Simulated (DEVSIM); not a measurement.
Device: abrupt Si p-n junction, at 400 K.

```csv
layer (left to right),material,thickness (μm),Nd (cm⁻³),Na (cm⁻³),τn (s),τp (s)
1,Si,2.70,-,1e19,1.5e-6,1.5e-6
2,Si,0.330,2.1e17,-,1.5e-6,1.5e-6
```

Left contact: ohmic. Right contact: ohmic. Voltage is applied to the left contact. Recombination: SRH at mid-gap, radiative, Auger. Mobility is μmin + (μ − μmin)/(1 + (N/Nref)^α).

The device is made up for the run: typed textbook-type constants, with dimensions and the other settings drawn at random. Values at 300 K; Nc and Nv go as T^1.5, mobilities as T to minus their exponent, the gap by Varshni's rule with the affinity fixed.

```csv
parameter,Si
gap (eV),1.124
affinity (eV),4.05
permittivity,11.7
Nc (cm⁻³),2.86e19
Nv (cm⁻³),3.1e19
μn (cm²/Vs),1417
μp (cm²/Vs),470
"μn,min",52
"μp,min",45
"Nref,n",9.7e16
"Nref,p",2.2e17
αn,0.68
αp,0.72
T exponent of μn,2.3
T exponent of μp,2.2
B (cm³/s),4.7e-15
Cn (cm⁶/s),2.8e-31
Cp (cm⁶/s),9.9e-32
Varshni α (eV/K),0.000473
Varshni β (K),636
```

DEVSIM, 1D drift-diffusion, Boltzmann statistics, complete ionisation; no tunnelling, impact ionisation, image-force lowering or self-heating.

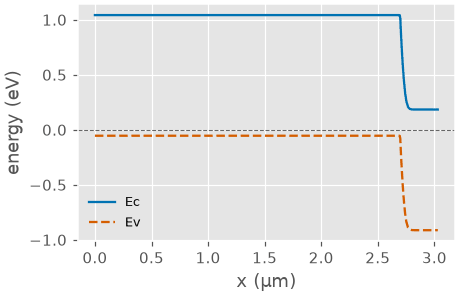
*Band edges at zero bias*

Energies count from the Fermi level of the right contact; mesh points crowd at the junctions.

```tsv
x (μm)	Ec (eV)	Ev (eV)	n (cm⁻³)	p (cm⁻³)	field (V/cm)
0.000	1.043	-0.054	3200000	1.0e19	≈ 0
0.01841	1.043	-0.054	3200000	1.0e19	≈ 0
0.04771	1.043	-0.054	3200000	1.0e19	≈ 0
0.1020	1.043	-0.054	3200000	1.0e19	≈ 0
0.2358	1.043	-0.054	3200000	1.0e19	≈ 0
0.4316	1.043	-0.054	3200000	1.0e19	≈ 0
0.7435	1.043	-0.054	3200000	1.0e19	≈ 0
1.554	1.043	-0.054	3200000	1.0e19	≈ 0
2.029	1.043	-0.054	3200000	1.0e19	≈ 0
2.328	1.043	-0.054	3200000	1.0e19	≈ 0
2.498	1.043	-0.054	3200000	1.0e19	≈ 0
2.614	1.043	-0.054	3200000	1.0e19	≈ 0
2.659	1.043	-0.054	3200000	1.0e19	≈ 0
2.687	1.042	-0.054	3200000	1.0e19	-130
2.708	0.815	-0.281	2.3e9	1.4e16	-200000
2.730	0.453	-0.643	8.5e13	3.8e11	-120000
2.767	0.207	-0.889	1.1e17	3.0e8	-20000
2.822	0.184	-0.912	2.1e17	1.5e8	-130
2.922	0.184	-0.912	2.1e17	1.5e8	≈ 0
2.974	0.184	-0.912	2.1e17	1.5e8	≈ 0
3.007	0.184	-0.912	2.1e17	1.5e8	≈ 0
3.030	0.184	-0.912	2.1e17	1.5e8	≈ 0
```
